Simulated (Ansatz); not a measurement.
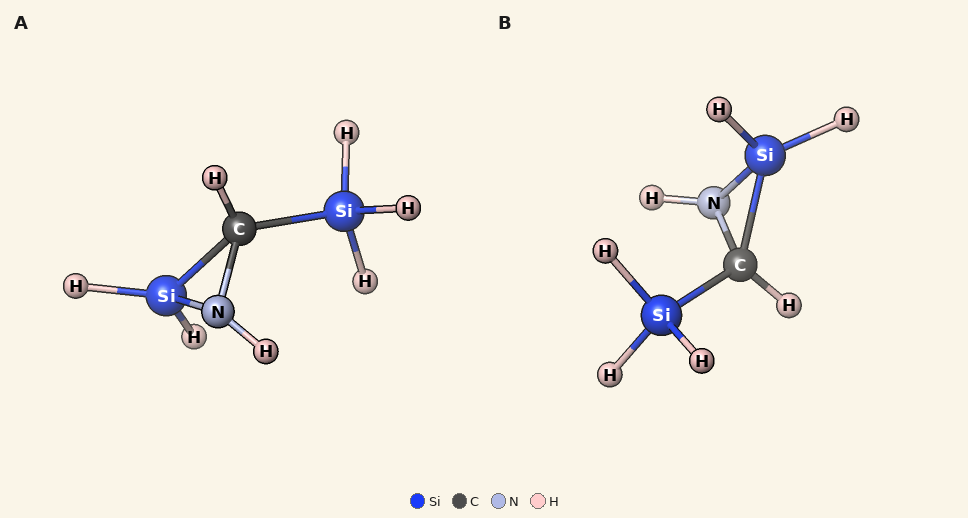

Distant atoms are faded towards the background colour. The geometry was computed by an optimisation with PBE0-D4/def2-TZVP.

> Are A and B the same structure? If not, how do they differ?

No. They are enantiomers, mirror images that no rotation superimposes: A is [SiH3][C@@H]1N[SiH2]1 (S), B is [SiH3][C@H]1N[SiH2]1 (R). Their energies are equal.
